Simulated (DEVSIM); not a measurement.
System: Ti/Al2O3/p-Ge capacitor, at 400 K.

```tsv
layer (left to right)	material	thickness (nm)	Na (cm⁻³)
1	Al2O3	3.10	-
2	Ge	5700	2.2e15
```

Metal gate on the left, work function 4.33 eV. Fixed charge at the semiconductor interface 2.2e12 cm⁻² (in units of +e); no interface traps.

This is a model device: material constants are rounded textbook-type values typed into the input, and sizes, dopings and lifetimes were drawn at random. Values at 300 K; Nc and Nv go as T^1.5, mobilities as T to minus their exponent, the gap by Varshni's rule with the affinity fixed.

```
parameter         Al2O3        Ge
----------------  -----  --------
gap (eV)            6.8     0.664
affinity (eV)      1.35         4
permittivity          9        16
Nc (cm⁻³)             -   1.04e19
Nv (cm⁻³)             -      6e18
Varshni α (eV/K)      -  0.000477
Varshni β (K)         -       235
```

DEVSIM, 1D Poisson equation in equilibrium, Boltzmann statistics, complete ionisation; no quantum confinement or tunnelling. Metal contacts follow the ideal Schottky-Mott rule: no Fermi-level pinning, no interface dipoles.

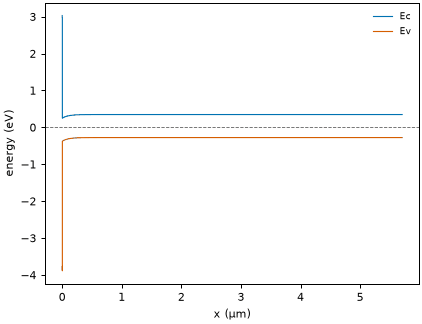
Figure. Band edges at -0.05 V on the gate

Energies count from the Fermi level of the right contact; mesh points crowd at the junctions.

```tsv
x (μm)	Ec (eV)	Ev (eV)	n (cm⁻³)	p (cm⁻³)	field (V/cm)
0.000	3.030	-3.770	< 1e2	< 1e2	-420000
0.001003	2.987	-3.812	< 1e2	< 1e2	-420000
0.002144	2.939	-3.861	< 1e2	< 1e2	-420000
0.003140	0.249	-0.375	1.2e16	1.7e14	11000
0.005372	0.251	-0.373	1.1e16	1.9e14	10000
0.009423	0.256	-0.369	9.7e15	2.1e14	9700
0.01825	0.264	-0.360	7.6e15	2.7e14	8600
0.04859	0.286	-0.338	4.0e15	5.0e14	6100
0.1036	0.311	-0.313	1.9e15	1.1e15	3500
0.2237	0.336	-0.288	9.3e14	2.2e15	1100
0.4853	0.345	-0.279	7.1e14	2.8e15	65
1.384	0.346	-0.278	7.0e14	2.9e15	≈ 0
2.948	0.346	-0.278	7.0e14	2.9e15	≈ 0
4.440	0.346	-0.278	7.0e14	2.9e15	≈ 0
5.247	0.346	-0.278	7.0e14	2.9e15	≈ 0
5.495	0.346	-0.278	7.0e14	2.9e15	≈ 0
5.608	0.346	-0.278	7.0e14	2.9e15	≈ 0
5.660	0.346	-0.278	7.0e14	2.9e15	≈ 0
5.689	0.346	-0.278	7.0e14	2.9e15	≈ 0
5.697	0.346	-0.278	7.0e14	2.9e15	≈ 0
5.701	0.346	-0.278	7.0e14	2.9e15	≈ 0
5.703	0.346	-0.278	7.0e14	2.9e15	≈ 0
```
